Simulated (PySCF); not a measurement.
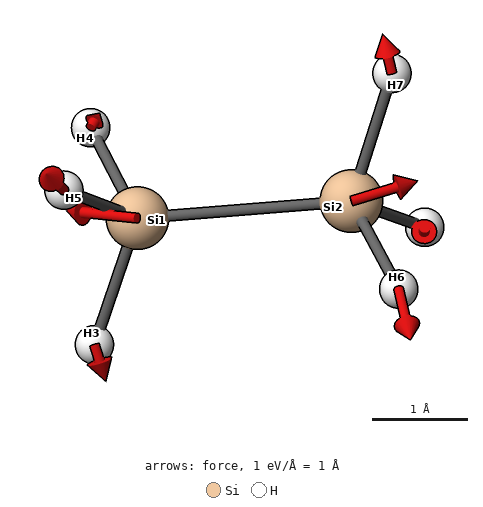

Starting geometry of Si₂H₆ with the computed forces as red arrows. A ball-and-stick model, seen at a tilt.

The start comes from GFN2-xTB. Its atoms were then displaced at random by about 0.01 Å.

The calculation used PBE0-D3(BJ)/def2-SVP geometry optimisation, gas phase in PySCF. 

> What follows when this structure is relaxed?

It isn't relaxed: the largest force vector, on a Si atom, is 1.00 eV/Å. The final displacements follow the starting forces only in part (cosine between the two patterns 0.79). The atom that moves furthest after the best rigid fit is an H atom (0.065 Å). Largest moves by element: H 0.065 Å, Si 0.043 Å. Some distances before and after: Si–Si 2.277 → 2.345 Å, H–Si 1.458 → 1.495 Å, H–Si 1.478 → 1.495 Å. Bond angles that change, for instance: Si–Si–H 114.3° → 110.3°, H–Si–H 105.2° → 108.8°, Si–Si–H 113.3° → 110.1°. Over 3 geometry steps the energy falls by 2.52 kcal/mol.
